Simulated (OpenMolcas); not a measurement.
```
&GATEWAY
Basis set
Cu.ANO-RCC-VDZP.
Cu1 0.0 0.0 0.0 Angstrom
End of basis
Basis set
O.ANO-RCC-VDZP.
L1 2.359000 0.000000 0.000000 Angstrom
L2 0.000000 2.359000 0.000000 Angstrom
L3 0.000000 0.000000 2.359000 Angstrom
End of basis
Basis set
Ca.EMB-AIMP.Pascual.13s7p.1s1p.ECP.CaO.
PseudoCharge
* 3 symmetry-unique lattice sites within 7.6 angstrom
End of basis
Basis set
Ca.EMB-AIMP.Pascual.0s.0s.ECP.CaO.
PseudoCharge
* 24 symmetry-unique lattice sites within 7.6 angstrom
End of basis
Basis set
O.EMB-AIMP.Pascual.0s.0s.ECP.CaO.
PseudoCharge
* 31 symmetry-unique lattice sites within 7.6 angstrom
End of basis
Symmetry
XYZ
AngMom=0.0 0.0 0.0
AMFI
RICD
XField
1037 Angstrom 0
* Evjen-weighted lattice charges
&SEWARD
&RASSCF
FileOrb=start.orb
Symmetry=1
Spin=2
nActEl=9 0 0
Inactive=18 21
Ras2=5 0
CIRoot=5 5 1
SDav=5
CIMx=300
Iter=150 100
PrWF=0.3
OrbListing=Nothing
MaxOrb=0
LevShft=1.0
>>> COPY $Project.JobIph JOB001
&RASSI
NrOfJobIphs=1 5
1 2 3 4 5
IphNames
JOB001
EJob
SpinOrbit
DIPRint=1.0
SOCoupling=1000.0
Subsets=2
Property=9
'ANGMOM' 1 'ANGMOM' 2 'ANGMOM' 3 'MLTPL  1' 1 'MLTPL  1' 2 'MLTPL  1' 3
'AMFI' 1 'AMFI' 2 'AMFI' 3
SOProperty=3
'ANGMOM' 1 'ANGMOM' 2 'ANGMOM' 3
```

Run as:
```bash
OMP_NUM_THREADS=1 MOLCAS_MEM=2457 MOLCAS_PROJECT=a pymolcas a.inp > a.log  # once for each step of the input, in one work folder
```

The calculation used state-averaged CASSCF, active space 9 electrons in the shell 3d, basis ANO-RCC-VDZP on all atoms, DKH2 scalar Hamiltonian, spin-orbit coupling by RASSI with atomic mean-field integrals (OpenMolcas).

Cu²⁺ (3d⁹) as a dopant in CaO, a cluster with its 6 nearest O²⁻ at 2.359 Å (octahedron) embedded in model potentials and point charges; the geometry was set, not optimised. The cluster and the levels that result:

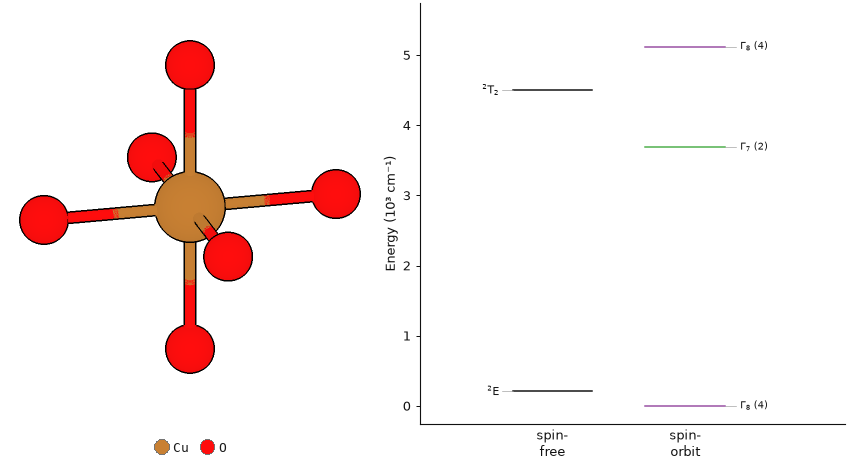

Labels give the representation in O, Td, D4 or D3 as the site allows (double group for half-integer spin) where it could be assigned and, in brackets, the degeneracy; spin-free states, where drawn, share the zero of the spin-orbit levels.

The ground level is Γ₈, 4-fold degenerate, 100 % from states of spin multiplicity 2. The next level lies at 3,690 cm⁻¹ (Γ₇). The lowest spin-free state is ²E, from the free-ion D term; of the same spin there follows at 4,300 cm⁻¹ (²T₂) above it. A ligand-field fit to the spin-free states gives |10Dq| = 4,300 cm⁻¹. The active orbitals hold 95 to 99 % metal character (Löwdin), and the Mulliken charge of the metal is +1.08.

Known limits: orbital doublet at a regular site, Jahn-Teller distortion not allowed for; the geometry is set by hand, with no relaxation and no charge compensation.
